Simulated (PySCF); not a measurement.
```xyz
19

C     2.4592   -0.8464   -0.3972
C     1.3907    0.1712   -0.2035
C     1.4816    1.5494   -0.1732
C     0.2055    2.0773    0.0360
C    -0.6682    1.0064    0.1336
C    -2.0539    0.8933    0.3380
C    -2.6359   -0.3388    0.3854
C    -1.8381   -1.4977    0.2272
C    -0.5000   -1.3885    0.0293
N     0.0874   -0.1621   -0.0180
H     2.2694   -1.4531   -1.2843
H     2.5279   -1.5143    0.4631
H     3.4148   -0.3452   -0.5213
H     2.3890    2.1097   -0.2926
H    -0.0590    3.1131    0.1093
H    -2.6310    1.7974    0.4535
H    -3.6980   -0.4452    0.5414
H    -2.2962   -2.4731    0.2632
H     0.1451   -2.2441   -0.0972
```

Geometry: GFN2-xTB.

These are results of PySCF, PBE0/pcSseg-1, SCF density, gas phase, non-relativistic, not measurements.

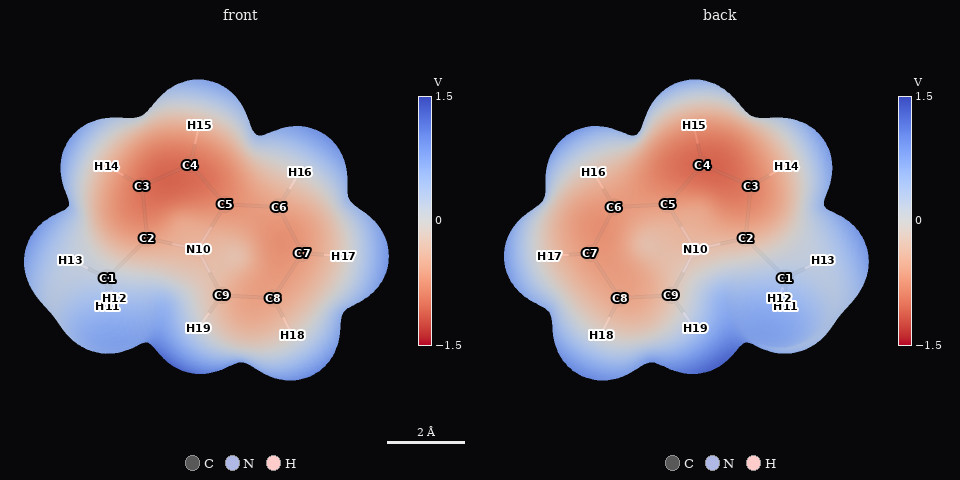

C9H9N (SMILES Cc1ccc2ccccn12). The molecular electrostatic potential painted on the density surface at 0.002 e/bohr³, seen from the front and from behind; the colour scale runs from red (negative) to blue (positive).

Where is the surface potential most negative and most positive?

The most negative region (about −1.1 V) lies over the π face of C3 and C4, the most positive (about +1.2 V) over H19.
